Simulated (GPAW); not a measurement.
**1T-IrSSe monolayer in an electric field**

Wanted: the out-of-plane polarisability of 1T-IrSSe monolayer.

Method: GPAW, PAW setups; layer in a repeated cell with vacuum, relaxation of atoms and in-plane cell, in the first sound run; inputs show where later runs differ, in GPAW 26.7.0.

**1. Starting point**

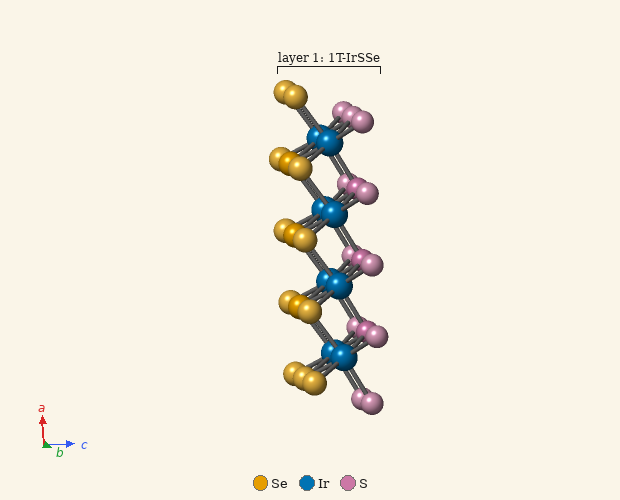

The starting structure, seen from the side, with the c axis across the page (selenium orange, iridium blue, sulfur pink). 3×1×1 cells are drawn. Some periodic images of atoms are drawn too.

The cell holds 3 atoms: 1 Se, 1 Ir and 1 S. Its edges and angles: a = 3.456 Å, b = 3.456 Å, c = 18.709 Å, α = 90.0°, β = 90.0°, γ = 120.0°. Vacuum lies along c.

**2. Relaxing the atoms**

The atoms are relaxed first, since the surface dipole, and with it the work function, follows the positions of the outer layers.

Contents of run.py:

```python
import json
import numpy as np
from ase import Atoms
from ase.filters import FrechetCellFilter
from ase.optimize import BFGS
from gpaw import GPAW, PW

slab = Atoms(
    ['Se', 'Ir', 'S'],
    positions=[
        [1.72798, 0.99765, 8.00000],
        [0.00000, 0.00000, 9.48792],
        [-0.00000, 1.99530, 10.70846]],
    cell=[[3.45596, 0.0, 0.0], [-1.72798, 2.99295, 0.0], [0.0, 0.0, 18.7085]],
    pbc=[True, True, True])

slab.calc = GPAW(mode=PW(600), xc='PBE', kpts={'size': (9, 9, 1), 'gamma': True},
                 occupations={'name': 'fermi-dirac', 'width': 0.05}, nbands='160%',
                 convergence={'density': 1e-05}, maxiter=200,
                 symmetry={'tolerance': 1e-3}, txt='slab.txt')
result = {}
# The in-plane cell is free; stress needs a cell that repeats along all three vectors
path = []
opt = BFGS(FrechetCellFilter(slab, mask=[1, 1, 0, 0, 0, 1]), maxstep=0.2)
opt.attach(lambda: path.append((slab.get_potential_energy(), slab.positions.tolist(), slab.get_forces().tolist())))
result['relaxed'] = bool(opt.run(fmax=0.02, steps=45))
result['path'] = path
result['cell'] = slab.cell.tolist()
print('in-plane lattice', slab.cell.cellpar().round(4)[[0, 1, 5]])
energy = slab.get_potential_energy()
fermi = slab.calc.get_fermi_level()
v = slab.calc.get_electrostatic_potential().mean((0, 1)) - fermi
n = slab.calc.get_pseudo_density().mean((0, 1))
L = slab.cell[2, 2]
z = np.arange(len(v)) * L / len(v)
low, high = slab.positions[:, 2].min(), slab.positions[:, 2].max()
below, above = np.interp([low - 5.8, high + 5.8], z, v)
slopes = [np.interp(x, z, np.gradient(v, z)) for x in (low - 5.8, high + 5.8)]
eps = np.array([[slab.calc.get_eigenvalues(k, s) for k in range(len(slab.calc.get_ibz_k_points()))]
                for s in range(slab.calc.get_number_of_spins())]) - fermi
top, bottom = eps[eps < 0].max(), eps[eps > 0].min()
dipole = slab.get_dipole_moment()[2]
print(f'energy {energy:.4f} eV, Fermi level {fermi:.4f} eV, dipole {dipole:.5f} e A')
print(f'potential 5.8 A off the faces, from the Fermi level: lower {below:.4f} eV, upper {above:.4f} eV')
print(f'slope of the potential there: lower {slopes[0]:.5f}, upper {slopes[1]:.5f} eV/A')
print(f'nearest levels on the mesh: {top:.4f} and {bottom:.4f} eV')
print('magnetic moment', round(slab.get_magnetic_moment(), 3))
result.update(energy=energy, fermi=fermi, dipole=dipole, below=below, above=above, slopes=slopes, edges=[top, bottom],
              z=z.tolist(), v=v.tolist(), n=n.tolist(), positions=slab.positions.tolist(),
              forces=slab.get_forces(apply_constraint=False).tolist(), moments=slab.get_magnetic_moments().tolist())
json.dump(result, open('result.json', 'w'))
```

Run with:

```bash
$ OMP_NUM_THREADS=1 OPENBLAS_NUM_THREADS=1 python run.py
```

The log of the run:

```text
Step          Energy          fmax
BFGS:    0      -17.481642        1.085936
BFGS:    1      -17.525087        0.823500
BFGS:    2      -17.591950        0.477762
BFGS:    3      -17.600018        0.540758
BFGS:    4      -17.629340        0.586908
BFGS:    5      -17.648518        0.530036
BFGS:    6      -17.658687        0.282475
BFGS:    7      -17.660892        0.137307
BFGS:    8      -17.661818        0.055313
BFGS:    9      -17.662064        0.017366
in-plane lattice [  3.6293   3.6293 120.    ]
energy -17.6525 eV, Fermi level -1.9532 eV, dipole 0.00174 e A
potential 5.8 A off the faces, from the Fermi level: lower 5.4720 eV, upper 5.4654 eV
slope of the potential there: lower 0.00140, upper 0.00143 eV/A
nearest levels on the mesh: -0.0535 and 0.1687 eV
magnetic moment 0.0
```

The job ended after 4.2 min (1 thread of Intel Xeon Platinum 8488C (Sapphire Rapids), shared host; peak memory 0.4 GiB).

Numbers from this step:

```
dipole along the normal                    : 0.001739 e·Å
levels nearest the Fermi level on the mesh : -0.05351, 0.1687 eV from the Fermi level
```

Table of electrostatic potential energy of an electron (without an applied field's), less the Fermi level, planar mean by z:

```csv
z (Å),"electrostatic potential energy of an electron (without an applied field's), less the Fermi level, planar mean (eV)"
0,5.47
2,5.47
4,5.47
6,5.38
8,-15.3
10,-12.4
12,5.02
14,5.46
16,5.46
18,5.47
```

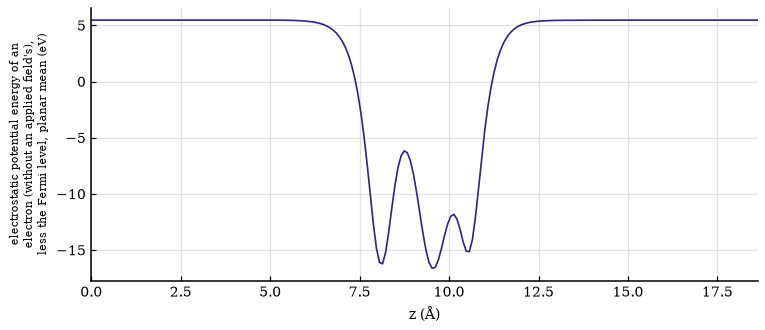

Electrostatic potential energy of an electron (without an applied field's), less the Fermi level, planar mean against z.

Pseudo valence density, planar mean against z:

```csv
z (Å),"pseudo valence density, planar mean (e/Å³)"
4,1.6e-5
5,2.6e-4
6,0.00465
7,0.0864
8,0.217
9,0.613
10,0.798
11,0.323
12,0.0259
13,0.00101
14,4.4e-5
```

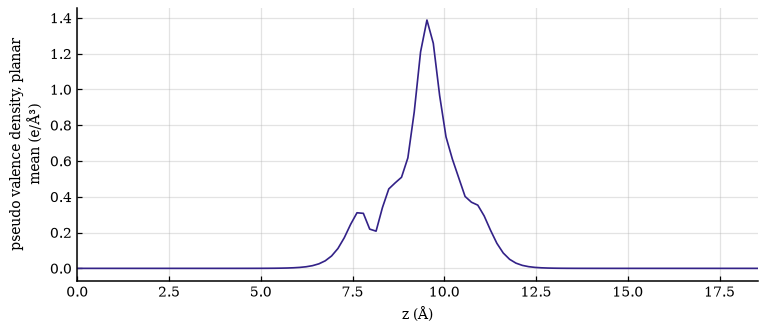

Pseudo valence density, planar mean, plotted against z.

The relaxation lowered the energy of the cell by 0.188 eV (energies extrapolated to zero smearing; the optimiser's log prints free energies). The largest force left on a free atom is 0.012 eV/Å.

**3. Plane waves, PBE**

With the geometry fixed, the planar mean of the potential gives the vacuum level on each side.

This step: GPAW, PAW setups; slab in vacuum (GPAW 26.7.0).

The cell differs from the one that the last finished run ended in (c 18.709 → 18.482 Å).

Changes to run.py since step 2:

```diff
@@ -3,4 +3,2 @@
 from ase import Atoms
-from ase.filters import FrechetCellFilter
-from ase.optimize import BFGS
 from gpaw import GPAW, PW
@@ -10,21 +8,14 @@
     positions=[
-        [1.72798, 0.99765, 8.00000],
-        [0.00000, 0.00000, 9.48792],
-        [-0.00000, 1.99530, 10.70846]],
-    cell=[[3.45596, 0.0, 0.0], [-1.72798, 2.99295, 0.0], [0.0, 0.0, 18.7085]],
-    pbc=[True, True, True])
+        [1.81465, 1.04769, 8.00000],
+        [-0.00000, -0.00000, 9.43302],
+        [-0.00000, 2.09538, 10.48169]],
+    cell=[[3.6293, 0.0, 0.0], [-1.81465, 3.14307, 0.0], [0.0, 0.0, 18.4817]],
+    pbc=[True, True, False])
 
-slab.calc = GPAW(mode=PW(600), xc='PBE', kpts={'size': (9, 9, 1), 'gamma': True},
+slab.calc = GPAW(mode=PW(400), xc='PBE', kpts={'size': (9, 9, 1), 'gamma': True},
                  occupations={'name': 'fermi-dirac', 'width': 0.05}, nbands='160%',
                  convergence={'density': 1e-05}, maxiter=200,
+                 poissonsolver={'dipolelayer': 'xy'},
                  symmetry={'tolerance': 1e-3}, txt='slab.txt')
 result = {}
-# The in-plane cell is free; stress needs a cell that repeats along all three vectors
-path = []
-opt = BFGS(FrechetCellFilter(slab, mask=[1, 1, 0, 0, 0, 1]), maxstep=0.2)
-opt.attach(lambda: path.append((slab.get_potential_energy(), slab.positions.tolist(), slab.get_forces().tolist())))
-result['relaxed'] = bool(opt.run(fmax=0.02, steps=45))
-result['path'] = path
-result['cell'] = slab.cell.tolist()
-print('in-plane lattice', slab.cell.cellpar().round(4)[[0, 1, 5]])
 energy = slab.get_potential_energy()
```

The log of the run:

```text
energy -17.5881 eV, Fermi level -1.9111 eV, dipole 0.00133 e A
potential 5.8 A off the faces, from the Fermi level: lower 5.4801 eV, upper 5.4603 eV
slope of the potential there: lower -0.00002, upper 0.00005 eV/A
nearest levels on the mesh: -0.0535 and 0.1687 eV
magnetic moment 0.0
```

Run time: 18 s. Hardware: 1 thread; peak memory 0.2 GiB.

Numbers from this step:

| Property | Result |
| --- | --- |
| dipole along the normal | 0.001329 e·Å |
| levels nearest the Fermi level on the mesh | -0.05353, 0.1687 eV from the Fermi level |
| upper work function | 5.460 eV |
| lower work function | 5.480 eV |

Electrostatic potential energy of an electron (without an applied field's), less the Fermi level, planar mean against z:

```csv
z (Å),"electrostatic potential energy of an electron (without an applied field's), less the Fermi level, planar mean (eV)"
0,5.47
1,5.48
2,5.48
3,5.48
4,5.48
5,5.47
6,5.35
7,3.09
8,-16.2
9,-9.91
10,-11.9
11,-2.08
12,5.13
13,5.45
14,5.46
15,5.46
16,5.46
17,5.46
18,5.46
```

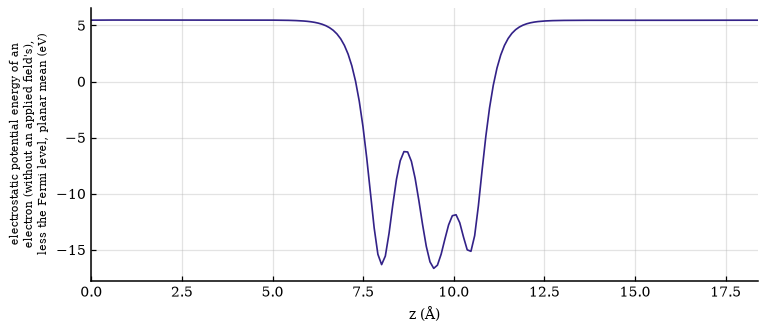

Electrostatic potential energy of an electron (without an applied field's), less the Fermi level, planar mean, plotted against z.

Table of pseudo valence density, planar mean by z:

```csv
z (Å),"pseudo valence density, planar mean (e/Å³)"
4,2.1e-5
6,0.00617
8,0.197
10,0.710
12,0.0196
14,3.4e-5
```

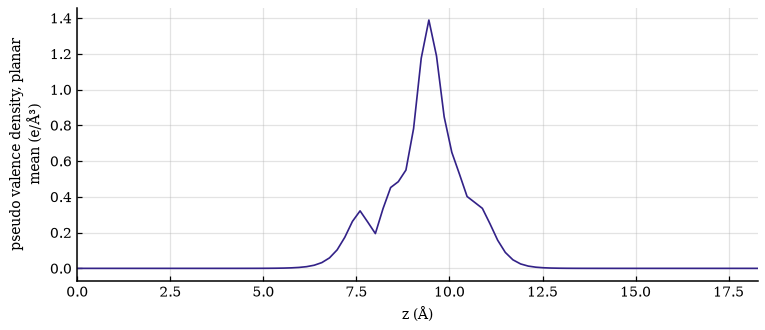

Pseudo valence density, planar mean against z.

The potential is flat to 4.7e-5 eV/Å where it is read, so the vacuum is wide enough.

**4. In a field**

A uniform field along the normal polarises the slab; the atoms stay fixed, so this is the electronic response alone.

Changes to run.py since step 3:

```diff
@@ -4,2 +4,3 @@
 from gpaw import GPAW, PW
+from gpaw.external import ConstantElectricField
 
@@ -18,2 +19,3 @@
                  poissonsolver={'dipolelayer': 'xy'},
+                 external=ConstantElectricField(-0.2, [0, 0, 1]),
                  symmetry={'tolerance': 1e-3}, txt='slab.txt')
```

The log of the run:

```text
energy -17.5935 eV, Fermi level -1.9052 eV, dipole -0.05634 e A
potential 5.8 A off the faces, from the Fermi level: lower 5.0135 eV, upper 5.9073 eV
slope of the potential there: lower -0.00007, upper 0.00000 eV/A
nearest levels on the mesh: -0.0548 and 0.1694 eV
magnetic moment 0.0
```

Elapsed: 55 s, on 1 thread; peak memory 0.27 GiB.

This step gave:

```yaml
dipole_along_the_normal: -0.05634 e·Å
levels_nearest_the_fermi_level_on_the_mesh: -0.05481, 0.1694 eV from the Fermi level
potential_below_the_slab_the_applied_field_s_own_ramp_left_out: 5.013 eV from the Fermi level
potential_above_the_slab_the_applied_field_s_own_ramp_left_out: 5.907 eV from the Fermi level
```

Table of electrostatic potential energy of an electron (without an applied field's), less the Fermi level, planar mean by z:

```csv
z (Å),"electrostatic potential energy of an electron (without an applied field's), less the Fermi level, planar mean (eV)"
0,5.46
2,5.01
4,5.01
6,4.89
8,-16.5
10,-11.8
12,5.56
14,5.91
16,5.91
18,5.91
```

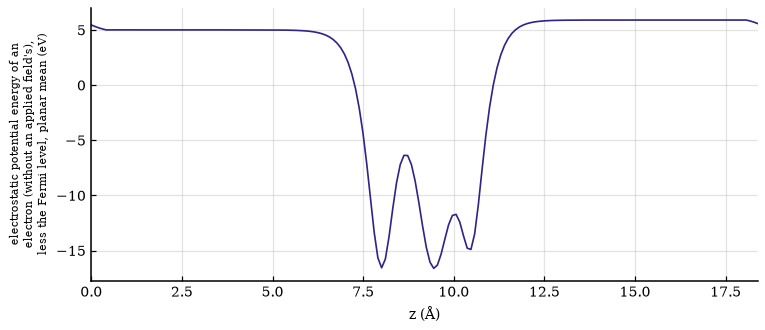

Electrostatic potential energy of an electron (without an applied field's), less the Fermi level, planar mean, plotted against z.

The dipole is now -0.0563 e Å, against 0.0013 in the run without a field.

**5. In a field**

Changes to run.py since step 4:

```diff
@@ -19,3 +19,3 @@
                  poissonsolver={'dipolelayer': 'xy'},
-                 external=ConstantElectricField(-0.2, [0, 0, 1]),
+                 external=ConstantElectricField(-0.1, [0, 0, 1]),
                  symmetry={'tolerance': 1e-3}, txt='slab.txt')
```

The log of the run:

```text
energy -17.5894 eV, Fermi level -1.9077 eV, dipole -0.02756 e A
potential 5.8 A off the faces, from the Fermi level: lower 5.2461 eV, upper 5.6832 eV
slope of the potential there: lower -0.00004, upper 0.00003 eV/A
nearest levels on the mesh: -0.0541 and 0.1691 eV
magnetic moment 0.0
```

The job ended after 55 s (1 thread; peak memory 0.27 GiB).

This step gave:

```yaml
dipole_along_the_normal: -0.02756 e·Å
levels_nearest_the_fermi_level_on_the_mesh: -0.05415, 0.1691 eV from the Fermi level
potential_below_the_slab_the_applied_field_s_own_ramp_left_out: 5.246 eV from the Fermi level
potential_above_the_slab_the_applied_field_s_own_ramp_left_out: 5.683 eV from the Fermi level
```

Electrostatic potential energy of an electron (without an applied field's), less the Fermi level, planar mean against z:

```csv
z (Å),"electrostatic potential energy of an electron (without an applied field's), less the Fermi level, planar mean (eV)"
0,5.46
1,5.25
2,5.25
3,5.25
4,5.25
5,5.24
6,5.12
7,2.89
8,-16.4
9,-9.93
10,-11.9
11,-1.91
12,5.35
13,5.67
14,5.68
15,5.68
16,5.68
17,5.68
18,5.68
```

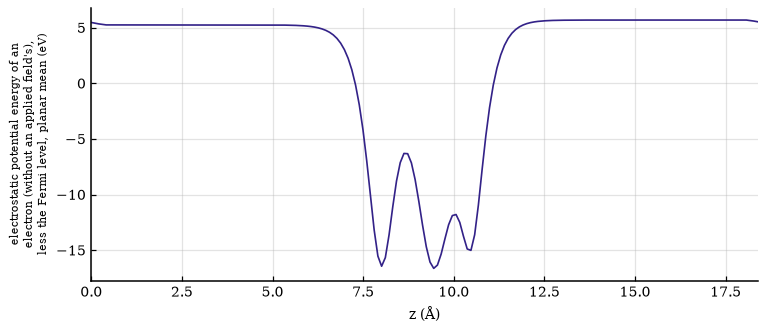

Electrostatic potential energy of an electron (without an applied field's), less the Fermi level, planar mean against z.

The dipole is now -0.0276 e Å, against 0.0013 in the run without a field.

**6. Field on**

Changes to run.py since step 5:

```diff
@@ -19,3 +19,3 @@
                  poissonsolver={'dipolelayer': 'xy'},
-                 external=ConstantElectricField(-0.1, [0, 0, 1]),
+                 external=ConstantElectricField(-0.05, [0, 0, 1]),
                  symmetry={'tolerance': 1e-3}, txt='slab.txt')
```

The log of the run:

```text
energy -17.5884 eV, Fermi level -1.9093 eV, dipole -0.01316 e A
potential 5.8 A off the faces, from the Fermi level: lower 5.3629 eV, upper 5.5716 eV
slope of the potential there: lower -0.00003, upper 0.00004 eV/A
nearest levels on the mesh: -0.0538 and 0.1689 eV
magnetic moment 0.0
```

The job ended after 57 s (1 thread; peak memory 0.27 GiB).

**7. In a field**

Changes to run.py since step 6:

```diff
@@ -19,3 +19,3 @@
                  poissonsolver={'dipolelayer': 'xy'},
-                 external=ConstantElectricField(-0.05, [0, 0, 1]),
+                 external=ConstantElectricField(0.05, [0, 0, 1]),
                  symmetry={'tolerance': 1e-3}, txt='slab.txt')
```

The log of the run:

```text
energy -17.5886 eV, Fermi level -1.9132 eV, dipole 0.01565 e A
potential 5.8 A off the faces, from the Fermi level: lower 5.5977 eV, upper 5.3493 eV
slope of the potential there: lower -0.00001, upper 0.00006 eV/A
nearest levels on the mesh: -0.0532 and 0.1685 eV
magnetic moment 0.0
```

The job ended after 55 s (1 thread; peak memory 0.28 GiB).

Electrostatic potential energy of an electron (without an applied field's), less the Fermi level, planar mean against z:

```csv
z (Å),"electrostatic potential energy of an electron (without an applied field's), less the Fermi level, planar mean (eV)"
0,5.47
1,5.60
2,5.60
3,5.60
4,5.60
5,5.59
6,5.46
7,3.18
8,-16.2
9,-9.90
10,-12.0
11,-2.16
12,5.03
13,5.34
14,5.35
15,5.35
16,5.35
17,5.35
18,5.35
```

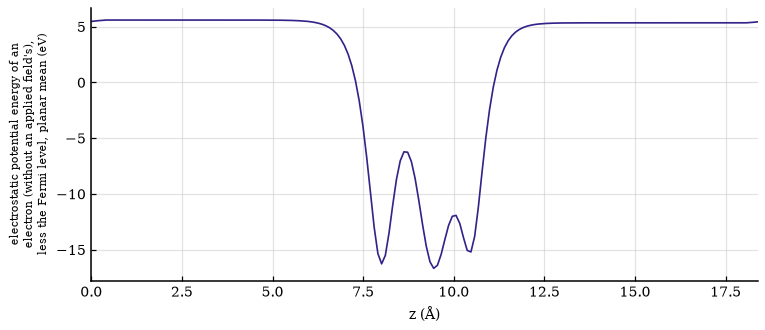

Electrostatic potential energy of an electron (without an applied field's), less the Fermi level, planar mean against z.

**8. Field on**

Changes to run.py since step 7:

```diff
@@ -19,3 +19,3 @@
                  poissonsolver={'dipolelayer': 'xy'},
-                 external=ConstantElectricField(0.05, [0, 0, 1]),
+                 external=ConstantElectricField(0.1, [0, 0, 1]),
                  symmetry={'tolerance': 1e-3}, txt='slab.txt')
```

The log of the run:

```text
energy -17.5897 eV, Fermi level -1.9155 eV, dipole 0.03007 e A
potential 5.8 A off the faces, from the Fermi level: lower 5.7157 eV, upper 5.2385 eV
slope of the potential there: lower -0.00000, upper 0.00007 eV/A
nearest levels on the mesh: -0.0529 and 0.1683 eV
magnetic moment 0.0
```

Elapsed: 57 s, on 1 thread; peak memory 0.27 GiB.

Electrostatic potential energy of an electron (without an applied field's), less the Fermi level, planar mean against z:

```csv
z (Å),"electrostatic potential energy of an electron (without an applied field's), less the Fermi level, planar mean (eV)"
0,5.48
1,5.72
2,5.72
3,5.72
4,5.71
5,5.71
6,5.58
7,3.28
8,-16.1
9,-9.89
10,-12.0
11,-2.25
12,4.92
13,5.23
14,5.24
15,5.24
16,5.24
17,5.24
18,5.24
```

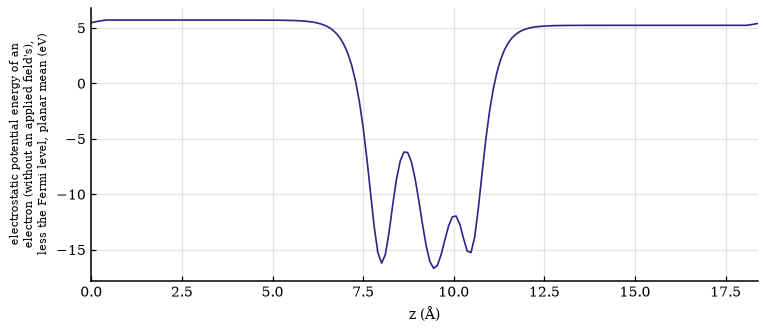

Electrostatic potential energy of an electron (without an applied field's), less the Fermi level, planar mean, plotted against z.

The dipole is now 0.0301 e Å, against 0.0013 in the run without a field.

(Continued in part 2 of 2.)

[Logs are printed without paths, hosts, clocks, repeated set-up lines and the standing remarks that a program may print on its own settings, such as how far it seeks lower states.]

[Hosts, paths, dates, database ids (printed as entryN), source tags and the programs' standing remarks are cut or masked in the printed files.]
